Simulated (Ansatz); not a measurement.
# PH₄ (doublet): one geometry, many settings at distance P1–H2 = 1.228 Å

What do other methods and options give for PH₄ (doublet) at this geometry, and how long do they take?

Program: Ansatz 0.2.0, Gaussian basis. Level of theory: the settings change from run to run. These are calculated values, not measurements.

15 further runs of the same task are left out: 11 that didn't finish, 4 set aside as unsound or not needed.

**1. The geometry**

The geometry derives from a PBE0/def2-TZVP stationary point (not a proven minimum). One bond is set to the value named and the two fragments are kept rigid.

5 atoms, charge 0, spin multiplicity 2.

Atoms are counted from 1 here; the program's logs count them from 0.

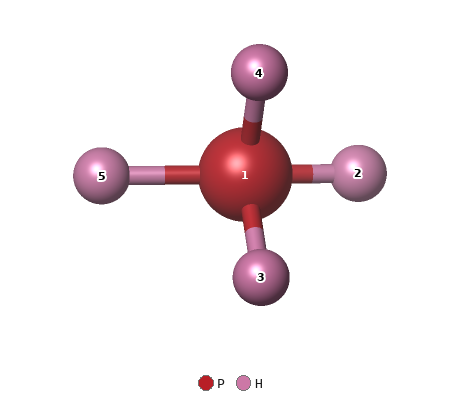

The geometry (phosphorus red, hydrogen pink); atoms are numbered from 1 in the order of the file.

**2. BCCD(T)/6-31G**

Input file in.yaml:

```yaml
crystal:
  periodic: [false, false, false]
  atoms:
    - {symbol: P, position_ang: [0.046267, 0.000000, -0.008357]}
    - {symbol: H, position_ang: [0.139998, 0.000000, -1.232775]}
    - {symbol: H, position_ang: [-0.861990, 1.078238, -0.008357]}
    - {symbol: H, position_ang: [-0.861990, -1.078238, -0.008357]}
    - {symbol: H, position_ang: [0.162217, 0.000000, 1.506311]}
basis:
  gaussian: {orbitals: 6-31G}
magnetization: {spin_polarized: false, initial_magnetization: 1}
hamiltonian: {xc: {name: PBE}, pseudopotentials: {relativity: scalar}}
correlation: {method: bccd_t, electrons: outside_noble_gas}
output: {forces: true}
```

Started as:

```bash
> ansatz run in.yaml --threads 1 --pin off --events-out ev --progress --plain --max-ram 2393MiB
```

The program printed, cut to the lines that bear on the results:

```text
Functional definition: PBE
  name "PBE"
  cite "Perdew, Burke & Ernzerhof, Phys. Rev. Lett. 77, 3865 (1996) doi:10.1103/PhysRevLett.77.3865"
  parent pbe
[...]
271 factors; integrals over basis functions are off by at most 2.2e-4 eV
[...]
mean field -9363.57806304 eV, -344.1051469555 hartree, gradient 6.4e-7 eV, S^2 0.750000; 0 other end points of the search recorded, 0 dependent functions left out
[...]
5 core orbitals not correlated: weight in the atoms' cores, before any rotation towards them, 1.000 or more for the frozen orbitals, at most 0.000 for the correlated occupied ones
reference -9348.50574003 eV, -343.5512493014 hartree; 5, 4 occupied and 11, 12 virtual orbitals, 271 factors
second order -1.89371603 eV of doubles, -0.18973770 eV of singles
cycle   1  -2.52198390 eV  change   -4.5e-1 eV  update   5.1e-2
[...]
cycle  10  -2.69834244 eV  change   -6.7e-7 eV  update   2.4e-6
perturbative correction -0.02676538 eV, -0.0009836096 hartree
[...]
Total energy: -9351.23084786 eV, -343.6513951669 hartree
Relativity: scalar
Atom 0 at     0.046267     0.000000    -0.008357 Å, force    -0.036016    -0.000000     6.065082 eV/Å
Atom 1 at     0.139998     0.000000    -1.232775 Å, force     0.859894    -0.000000    -8.450938 eV/Å
Atom 2 at    -0.861990     1.078238    -0.008357 Å, force    -0.447937     0.793989     0.209110 eV/Å
Atom 3 at    -0.861990    -1.078238    -0.008357 Å, force    -0.447937    -0.793989     0.209110 eV/Å
Atom 4 at     0.162217     0.000000     1.506311 Å, force     0.071996    -0.000000     1.967634 eV/Å
Dipole moment:    -0.184043     0.000000    -0.189380 e Å
```

Wall time 2.5 s (1 thread of Intel Xeon Platinum 8259CL at 2.50GHz, shared host).

From the report: correlation -2.7251 eV; largest double amplitude 0.05.

**3. MRCISD+Q(relaxed)(3,6)/6-31G**

in.yaml, as its differences from that of step 2:

```diff
@@ -11,4 +11,3 @@
 magnetization: {spin_polarized: false, initial_magnetization: 1}
-hamiltonian: {xc: {name: PBE}, pseudopotentials: {relativity: scalar}}
-correlation: {method: bccd_t, electrons: outside_noble_gas}
-output: {forces: true}
+correlation: {method: fic_mrcisd_q_relaxed, electrons: outside_noble_gas, active_space: {window: {electrons: 3, orbitals: 6}}}
+scf: {lower_state_search: light}
```

The command is unchanged.

The program printed, cut to the lines that bear on the results:

```text
Functional definition: HF
  name "HF"
  cite "Fock, Z. Phys. 61, 126 (1930) doi:10.1007/BF01340294"
  parent pbe
[...]
268 factors; integrals over basis functions are off by at most 2.2e-4 eV
[...]
mean field -9328.77738988 eV, -342.8262458057 hartree, gradient 2.4e-6 eV, S^2 0.750000; 0 other end points of the search recorded, 0 dependent functions left out
reference -9328.77738988 eV, -342.8262458057 hartree; 10, 9 occupied and 11, 12 virtual orbitals, 268 factors
state -9329.36444105 eV, -342.8478195382 hartree
contracted CI cycle   1: correlation 0.00000000 eV, 0.0000000000 hartree, residual 9.84e0 eV
contracted CI cycle   2: correlation -1.83633658 eV, -0.0674841246 hartree, residual 1.94e0 eV
contracted CI cycle   3: correlation -1.92661807 eV, -0.0708019080 hartree, residual 6.33e-1 eV
contracted CI cycle   4: correlation -1.93558060 eV, -0.0711312751 hartree, residual 1.94e-1 eV
contracted CI cycle   5: correlation -1.93636764 eV, -0.0711601981 hartree, residual 6.74e-2 eV
contracted CI cycle   6: correlation -1.93646412 eV, -0.0711637437 hartree, residual 2.51e-2 eV
contracted CI cycle   7: correlation -1.93647774 eV, -0.0711642442 hartree, residual 1.08e-2 eV
contracted CI cycle   8: correlation -1.93648040 eV, -0.0711643421 hartree, residual 4.81e-3 eV
contracted CI cycle   9: correlation -1.93648103 eV, -0.0711643652 hartree, residual 2.16e-3 eV
contracted CI cycle  10: correlation -1.93648115 eV, -0.0711643695 hartree, residual 9.55e-4 eV
state -9329.36444105 eV, -342.8478195382 hartree; corrected -9331.39035525 eV, -342.9222705117 hartree
Total energy: -9331.39035525 eV, -342.9222705117 hartree
```

It took 2.6 s on 1 thread of Intel Xeon Platinum 8259CL at 2.50GHz, shared host.

From the report: 55 determinants; active occupations 1.98, 1.00, 0.02, 0.00, 0.00, 0.00.

**4. CASSCF(7,5)/6-31G**

in.yaml, as its differences from that of step 3:

```diff
@@ -11,3 +11,3 @@
 magnetization: {spin_polarized: false, initial_magnetization: 1}
-correlation: {method: fic_mrcisd_q_relaxed, electrons: outside_noble_gas, active_space: {window: {electrons: 3, orbitals: 6}}}
-scf: {lower_state_search: light}
+correlation: {active_space: {window: {electrons: 7, orbitals: 5}, states: [{multiplicity: 2, weights: [0.5, 1, 0.5]}, {multiplicity: 4, weights: [1]}], root: 2}}
+output: {forces: true}
```

Launched as before.

The program printed, cut to the lines that bear on the results:

```text
Functional definition: HF
  name "HF"
  cite "Fock, Z. Phys. 61, 126 (1930) doi:10.1007/BF01340294"
  parent pbe
[...]
451 factors; integrals over basis functions are off by at most 1.3e-7 eV
[...]
mean field -9328.77754203 eV, -342.8262513972 hartree, gradient 2.4e-6 eV, S^2 0.750000; 0 other end points of the search recorded, 0 dependent functions left out
reference -9328.77754203 eV, -342.8262513972 hartree; 10, 9 occupied and 11, 12 virtual orbitals, 451 factors
state -9328.93390808 eV, -342.8319977436 hartree
state -9325.23378629 eV, -342.6960207757 hartree
state -9321.47189644 eV, -342.5577738735 hartree
state -9320.80862585 eV, -342.5333991289 hartree
[...]
Total energy: -9321.47189644 eV, -342.5577738735 hartree
Atom 0 at     0.046267     0.000000    -0.008357 Å, force     4.429539    -0.000000     3.915436 eV/Å
Atom 1 at     0.139998     0.000000    -1.232775 Å, force    -2.397960     0.000000    -9.471390 eV/Å
Atom 2 at    -0.861990     1.078238    -0.008357 Å, force     0.613808     2.612577     0.857709 eV/Å
Atom 3 at    -0.861990    -1.078238    -0.008357 Å, force     0.613808    -2.612577     0.857709 eV/Å
Atom 4 at     0.162217     0.000000     1.506311 Å, force    -3.259195     0.000000     3.840535 eV/Å
Dipole moment:    -0.386877     0.000000    -0.219769 e Å
```

It took 1.3 s on 1 thread of Intel Xeon Platinum 8259CL at 2.50GHz, shared host.

From the report: 50 determinants; active occupations (of the averaged states) 1.99, 1.99, 1.49, 0.84, 0.68.

**5. CCSDT(Q) on ROHF/6-31G**

in.yaml, as its differences from that of step 4:

```diff
@@ -11,3 +11,2 @@
 magnetization: {spin_polarized: false, initial_magnetization: 1}
-correlation: {active_space: {window: {electrons: 7, orbitals: 5}, states: [{multiplicity: 2, weights: [0.5, 1, 0.5]}, {multiplicity: 4, weights: [1]}], root: 2}}
-output: {forces: true}
+correlation: {method: ccsdt_q, electrons: all}
```

Same command.

The program printed, cut to the lines that bear on the results:

```text
Functional definition: HF
  name "HF"
  cite "Fock, Z. Phys. 61, 126 (1930) doi:10.1007/BF01340294"
  parent pbe
[...]
451 factors; integrals over basis functions are off by at most 1.3e-7 eV
[...]
mean field -9328.77754203 eV, -342.8262513972 hartree, gradient 2.4e-6 eV, S^2 0.750000; 0 other end points of the search recorded, 0 dependent functions left out
reference -9328.77754203 eV, -342.8262513972 hartree; 10, 9 occupied and 11, 12 virtual orbitals, 451 factors
second order -1.94996441 eV of doubles, -0.07382161 eV of singles
cycle   1  -2.45620710 eV  change   -4.3e-1 eV  update   5.3e-2
[...]
cycle  11  -2.69027523 eV  change   -9.7e-8 eV  update   9.5e-7
perturbative correction -0.00126083 eV, -0.0000463345 hartree
Total energy: -9331.46907809 eV, -342.9251635228 hartree
```

Run time: 16 s. Hardware: 1 thread of Intel Xeon Platinum 8259CL at 2.50GHz, shared host; peak memory 0.38 GiB.

From the report: correlation -2.6915 eV; T1 0.012; largest double amplitude 0.06.

**6. MRCISD+Q(relaxed)(11,6)/STO-3G**

in.yaml, as its differences from that of step 5:

```diff
@@ -9,4 +9,5 @@
 basis:
-  gaussian: {orbitals: 6-31G}
+  gaussian: {orbitals: STO-3G}
 magnetization: {spin_polarized: false, initial_magnetization: 1}
-correlation: {method: ccsdt_q, electrons: all}
+correlation: {method: fic_mrcisd_q_relaxed, electrons: all, active_space: {window: {electrons: 11, orbitals: 6}, states: [{multiplicity: 2, weights: [1, 0.5, 1]}]}}
+scf: {lower_state_search: light}
```

Launched as before.

The program printed:

```text
Functional definition: HF
  name "HF"
  cite "Fock, Z. Phys. 61, 126 (1930) doi:10.1007/BF01340294"
  parent pbe
  exchange = exact_x
  correlation = 0
201 factors; integrals over basis functions are off by at most 2.6e-8 eV
mean field evaluation 1: about -9225.2557 eV, gradient 3.8e0 eV
mean field evaluation 2: about -9225.2959 eV, gradient 3.8e0 eV
mean field evaluation 4: about -9225.4467 eV, gradient 6.0e-1 eV
mean field evaluation 8: about -9225.4609 eV, gradient 4.4e-3 eV
mean field -9225.46086176 eV, -339.0294334277 hartree, gradient 2.6e-6 eV, S^2 0.750000; 0 other end points of the search recorded, 0 dependent functions left out
[... 1 line left out ...]
state -9225.23904491 eV, -339.0212818089 hartree
state -9215.45231320 eV, -338.6616260521 hartree
state -9212.19362273 eV, -338.5418713863 hartree
contracted CI cycle   1: correlation 0.00000000 eV, 0.0000000000 hartree, residual 9.44e0 eV
contracted CI cycle   2: correlation -1.95192665 eV, -0.0717319813 hartree, residual 3.15e0 eV
contracted CI cycle   3: correlation -2.05597693 eV, -0.0755557587 hartree, residual 7.54e-1 eV
contracted CI cycle   4: correlation -2.06282626 eV, -0.0758074667 hartree, residual 1.61e-1 eV
contracted CI cycle   5: correlation -2.06330674 eV, -0.0758251240 hartree, residual 4.49e-2 eV
contracted CI cycle   6: correlation -2.06335155 eV, -0.0758267710 hartree, residual 1.51e-2 eV
contracted CI cycle   7: correlation -2.06335454 eV, -0.0758268809 hartree, residual 4.73e-3 eV
contracted CI cycle   8: correlation -2.06335483 eV, -0.0758268915 hartree, residual 1.01e-3 eV
state -9225.23904491 eV, -339.0212818089 hartree; corrected -9227.44124202 eV, -339.1022110598 hartree
contracted CI cycle   1: correlation 0.00000000 eV, 0.0000000000 hartree, residual 9.59e0 eV
contracted CI cycle   2: correlation -2.70369735 eV, -0.0993590450 hartree, residual 3.71e0 eV
contracted CI cycle   3: correlation -2.93678456 eV, -0.1079248420 hartree, residual 2.62e0 eV
contracted CI cycle   4: correlation -3.00043581 eV, -0.1102639823 hartree, residual 7.31e-1 eV
contracted CI cycle   5: correlation -2.98528086 eV, -0.1097070481 hartree, residual 2.70e0 eV
contracted CI cycle   6: correlation -3.01819587 eV, -0.1109166523 hartree, residual 3.15e-1 eV
contracted CI cycle   7: correlation -3.01983160 eV, -0.1109767644 hartree, residual 1.02e-1 eV
contracted CI cycle   8: correlation -3.02013827 eV, -0.1109880343 hartree, residual 5.59e-2 eV
contracted CI cycle   9: correlation -3.02019314 eV, -0.1109900509 hartree, residual 1.45e-2 eV
contracted CI cycle  10: correlation -3.02019714 eV, -0.1109901976 hartree, residual 4.65e-3 eV
contracted CI cycle  11: correlation -3.02019747 eV, -0.1109902099 hartree, residual 1.49e-3 eV
contracted CI cycle  12: correlation -3.02019750 eV, -0.1109902109 hartree, residual 8.04e-4 eV
contracted CI cycle  13: correlation -3.02019751 eV, -0.1109902112 hartree, residual 4.68e-4 eV
contracted CI cycle  14: correlation -3.02019751 eV, -0.1109902112 hartree, residual 3.38e-4 eV
contracted CI cycle  15: correlation -3.02019751 eV, -0.1109902112 hartree, residual 2.51e-4 eV
contracted CI cycle  16: correlation -3.02019751 eV, -0.1109902112 hartree, residual 2.88e-5 eV
state -9215.45231320 eV, -338.6616260521 hartree; corrected -9219.59584684 eV, -338.8138981050 hartree
contracted CI cycle   1: correlation 0.00000000 eV, 0.0000000000 hartree, residual 9.06e0 eV
contracted CI cycle   2: correlation -2.62619675 eV, -0.0965109506 hartree, residual 4.05e0 eV
contracted CI cycle   3: correlation -1.80056975 eV, -0.0661697179 hartree, residual 9.77e0 eV
contracted CI cycle   4: correlation -2.54279365 eV, -0.0934459431 hartree, residual 2.24e0 eV
contracted CI cycle   5: correlation -2.62455832 eV, -0.0964507394 hartree, residual 1.21e0 eV
contracted CI cycle   6: correlation -2.64807486 eV, -0.0973149560 hartree, residual 3.66e-1 eV
contracted CI cycle   7: correlation -2.65124663 eV, -0.0974315167 hartree, residual 1.49e-1 eV
[... 299 lines left out ...]
contracted CI cycle 260: correlation -3.31884566 eV, -0.1219653283 hartree, residual 3.75e0 eV
contracted CI cycle 261: correlation -3.31884561 eV, -0.1219653265 hartree, residual 3.75e0 eV
contracted CI cycle 262: correlation -3.31884570 eV, -0.1219653300 hartree, residual 3.75e0 eV
contracted CI cycle 263: correlation -3.31884565 eV, -0.1219653282 hartree, residual 3.75e0 eV
contracted CI cycle 264: correlation -3.31884575 eV, -0.1219653316 hartree, residual 3.75e0 eV
contracted CI cycle 265: correlation -3.31884570 eV, -0.1219653298 hartree, residual 3.75e0 eV
contracted CI cycle 266: correlation -3.31884579 eV, -0.1219653331 hartree, residual 3.76e0 eV
contracted CI cycle 267: correlation -3.31884574 eV, -0.1219653314 hartree, residual 3.75e0 eV
contracted CI cycle 268: correlation -3.31884583 eV, -0.1219653347 hartree, residual 3.76e0 eV
contracted CI cycle 269: correlation -3.31884579 eV, -0.1219653330 hartree, residual 3.75e0 eV
contracted CI cycle 270: correlation -3.31884587 eV, -0.1219653362 hartree, residual 3.76e0 eV
contracted CI cycle 271: correlation -3.31884583 eV, -0.1219653346 hartree, residual 3.76e0 eV
contracted CI cycle 272: correlation -3.31884591 eV, -0.1219653377 hartree, residual 3.76e0 eV
contracted CI cycle 273: correlation -3.31884587 eV, -0.1219653361 hartree, residual 3.76e0 eV
contracted CI cycle 274: correlation -3.31884595 eV, -0.1219653391 hartree, residual 3.76e0 eV
contracted CI cycle 275: correlation -3.31884591 eV, -0.1219653375 hartree, residual 3.76e0 eV
contracted CI cycle 276: correlation -3.31884599 eV, -0.1219653406 hartree, residual 3.76e0 eV
contracted CI cycle 277: correlation -3.31884595 eV, -0.1219653390 hartree, residual 3.76e0 eV
contracted CI cycle 278: correlation -3.31884603 eV, -0.1219653420 hartree, residual 3.77e0 eV
contracted CI cycle 279: correlation -3.31884599 eV, -0.1219653404 hartree, residual 3.76e0 eV
contracted CI cycle 280: correlation -3.31884607 eV, -0.1219653433 hartree, residual 3.77e0 eV
contracted CI cycle 281: correlation -3.31884603 eV, -0.1219653418 hartree, residual 3.76e0 eV
contracted CI cycle 282: correlation -3.31884610 eV, -0.1219653447 hartree, residual 3.77e0 eV
contracted CI cycle 283: correlation -3.31884606 eV, -0.1219653432 hartree, residual 3.77e0 eV
contracted CI cycle 284: correlation -3.31884614 eV, -0.1219653460 hartree, residual 3.77e0 eV
contracted CI cycle 285: correlation -3.31884610 eV, -0.1219653446 hartree, residual 3.77e0 eV
contracted CI cycle 286: correlation -3.31884617 eV, -0.1219653473 hartree, residual 3.77e0 eV
contracted CI cycle 287: correlation -3.31884614 eV, -0.1219653459 hartree, residual 3.77e0 eV
contracted CI cycle 288: correlation -3.31884621 eV, -0.1219653486 hartree, residual 3.78e0 eV
contracted CI cycle 289: correlation -3.31884617 eV, -0.1219653472 hartree, residual 3.77e0 eV
contracted CI cycle 290: correlation -3.31884624 eV, -0.1219653499 hartree, residual 3.78e0 eV
contracted CI cycle 291: correlation -3.31884621 eV, -0.1219653485 hartree, residual 3.77e0 eV
contracted CI cycle 292: correlation -3.31884628 eV, -0.1219653511 hartree, residual 3.78e0 eV
contracted CI cycle 293: correlation -3.31884624 eV, -0.1219653497 hartree, residual 3.78e0 eV
contracted CI cycle 294: correlation -3.31884631 eV, -0.1219653523 hartree, residual 3.78e0 eV
contracted CI cycle 295: correlation -3.31884627 eV, -0.1219653510 hartree, residual 3.78e0 eV
contracted CI cycle 296: correlation -3.31884634 eV, -0.1219653535 hartree, residual 3.78e0 eV
contracted CI cycle 297: correlation -3.31884631 eV, -0.1219653522 hartree, residual 3.78e0 eV
contracted CI cycle 298: correlation -3.31884638 eV, -0.1219653547 hartree, residual 3.78e0 eV
contracted CI cycle 299: correlation -3.31884634 eV, -0.1219653534 hartree, residual 3.78e0 eV
contracted CI cycle 300: correlation -3.31884641 eV, -0.1219653559 hartree, residual 3.79e0 eV
state -9212.06686985 eV, -338.5372133037 hartree; corrected -9216.26996780 eV, -338.6916743045 hartree
state -9225.23904491 eV, -339.0212818089 hartree; corrected -9227.44124202 eV, -339.1022110598 hartree
state -9215.45231320 eV, -338.6616260521 hartree; corrected -9219.59584684 eV, -338.8138981050 hartree
state -9212.19362273 eV, -338.5418713863 hartree; corrected -9215.43936286 eV, -338.6611501361 hartree
1 active orbitals were swapped for others, from the solution at -9218.03908706 eV, -338.7566882381 hartree to that at -9218.06352970 eV, -338.7575864885 hartree; typed "places" are swapped only where nearly empty or full, and so, without "given_window_search", are "orbital_numbers", "shells" and a window whose orbitals a file names under [Active]
WARN: 3 active orbitals are nearly empty or full. The corrections depend on them more than the energy does, and are more stable in an active space without them
Total energy: -9221.07141132 eV, -338.8681240993 hartree
```

Run time: 16 s. Hardware: 1 thread of Intel Xeon Platinum 8259CL at 2.50GHz, shared host.

From the report: 5 determinants; active occupations (of the averaged states) 2.00, 2.00, 2.00, 1.80, 1.60, 1.60. The report marks this result as in doubt.

**7. The runs in one table**

Where basis and cores are those of an earlier FCI/6-31G run (-9331.3809 eV), and the state is the same kind, the miss against it is given. † marks a result that the program doubts.

```
                                                    level         correlated  functions  energy (eV)  from FCI (meV)   time
          BCCD(T)/6-31G (on PBE orbitals, relativity set)  outside noble gas         21   -9351.2308                  2.5 s
                             MRCISD+Q(relaxed)(3,6)/6-31G  outside noble gas         21   -9331.3904            -9.5  2.6 s
         CASSCF(7,5)/6-31G (excited root 2 of an average)                            21   -9321.4719                  1.3 s
                                   CCSDT(Q) on ROHF/6-31G                all         21   -9331.4691                   16 s
MRCISD+Q(relaxed)(11,6)/STO-3G (mean of several states) †                all         13   -9221.0714                   16 s
```

**8. What came out**

```
quantity                                                    value
    runs                                                        5
quickest  CASSCF(7,5)/6-31G (excited root 2 of an average), 1.3 s
 slowest                             CCSDT(Q) on ROHF/6-31G, 16 s
```

In words: Total energies in different bases, with other cores or another treatment of relativity can't be set against each other. CCSDT(Q) on ROHF/6-31G took 12 times as long as CASSCF(7,5)/6-31G (excited root 2 of an average); the jobs differ in more than the method.
